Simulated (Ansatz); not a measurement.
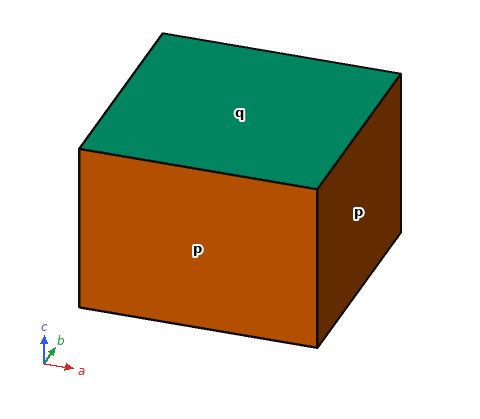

Crystal habit computed by the BFDH rule (growth rate of a face proportional to 1/d, systematic absences taken into account). This is a geometric estimate, not an energy calculation. Faces of one form share a colour. Cell of LiTlSe2: space group P-4m2 (No. 115), a = 4.318 Å, b = 4.318 Å, c = 6.013 Å, α = 90.00°, β = 90.00°, γ = 90.00°. Origin: the geometry relaxed with DFT, PBE, plane waves, PAW in Ansatz; the starting structure was generated, so it need not be a known form of this composition. Forms under 0.4 % of the area are left out. Forms are taken in the Laue class: a face and its opposite count as one form.

### Give the Miller indices of each colour.

orange (p): {100} (d = 4.32 Å, 59 % of the area); teal (q): {001} (d = 6.01 Å, 41 % of the area).
